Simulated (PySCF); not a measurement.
# HF/6-311+G(d,p) run of [PO2]+ (SMILES O=[P+]=O)

What is the vertical ionisation energy of [PO2]+ at HF/6-311+G**? Input form: a Python script.

The calculation is run with PySCF 2.14.0.

## (1) The structure to begin with

[PO2]+: 3 atoms, total charge +1, spin state singlet. As SMILES, `O=[P+]=O`. The coordinates come from a GFN2-xTB relaxation.

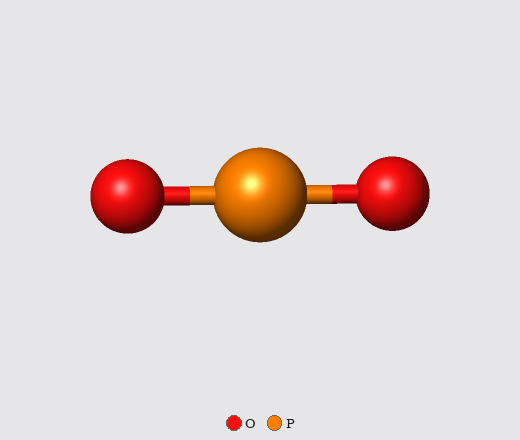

The structure, seen from a chosen angle (oxygen red, phosphorus orange).

## (2) The energy at HF/6-311+G(d,p)

Contents of input.py:

```python
# O=[P+]=O
from pyscf import gto, scf

molecule = gto.M(
    atom='''
O    0.792290   1.025900   0.548180
P    0.000230  -0.000210   0.000340
O   -0.792520  -1.025690  -0.548520
''',
    basis='6-311+g**',
    spin=0,
    verbose=3,
    charge=1,
    max_memory=1860,
)

calc0 = scf.RHF(molecule)
calc0.conv_tol = 1e-10
calc0.kernel()
if not calc0.converged:
    calc0 = calc0.newton().run(calc0.mo_coeff, calc0.mo_occ)

energy = calc0.e_tot
print('Final energy', energy)
```

Command:

```console
$ OMP_NUM_THREADS=1 python input.py
```

Log:

```text
converged SCF energy = -490.085368396992
Final energy -490.08536839699235
```

It took 1.1 s on 1 thread of Arm Neoverse V1, shared host; peak memory 0.13 GiB.

## (3) Doublet [PO2]2+

Contents of job.py:

```python
from pyscf import gto

molecule = gto.Mole()
molecule.atom = 'O 0.792290 1.025900 0.548180; P 0.000230 -0.000210 0.000340; O -0.792520 -1.025690 -0.548520'
molecule.spin = 1
molecule.charge = 2
molecule.max_memory = 1860
molecule.basis = '6-311+g**'
molecule.verbose = 3
molecule.build()

mf = molecule.UHF()
mf.conv_tol = 1e-10
mf.kernel()
if not mf.converged:
    mf = mf.newton().run(mf.mo_coeff, mf.mo_occ)

energy = mf.e_tot
print('E = %.10f Eh' % energy)
```

Command:

```console
$ OMP_NUM_THREADS=1 python job.py
```

Log:

```text
converged SCF energy = -489.313006612213  <S^2> = 1.110929  2S+1 = 2.3331772
E = -489.3130066122 Eh
```

It took 1.9 s on 1 thread of Arm Neoverse V1, shared host; peak memory 0.15 GiB.

## (4) What came out

Level: HF/6-311+G**.

| quantity | value |
| --- | --- |
| singlet [PO2]+: total energy | -490.08537 Eh |
| singlet [PO2]+: HOMO energy | -23.64 eV |
| singlet [PO2]+: LUMO energy | -8.48 eV |
| singlet [PO2]+: HOMO–LUMO gap | 15.16 eV |
| doublet [PO2]2+: total energy | -489.31301 Eh |
| doublet [PO2]2+: HOMO energy (highest over α and β) | -30.93 eV |
| doublet [PO2]2+: LUMO energy (lowest over α and β) | -18.86 eV |
| doublet [PO2]2+: ⟨S²⟩ | 1.111 |
| vertical ionisation energy (to the doublet dication) | 21.017 eV |

**Reading.** Removing an electron at fixed nuclei costs 21.02 eV (2028 kJ/mol). −ε(HOMO) before ionisation, 23.64 eV, is 2.62 eV above this ionisation energy. Mulliken charges (singlet [PO2]+) run from +0.00 on O1 to +0.99 on P2; in a basis this large or diffuse they mean little. ⟨S²⟩ (doublet [PO2]2+) is 1.11 where a pure doublet has 0.75: the reference is spin-contaminated.
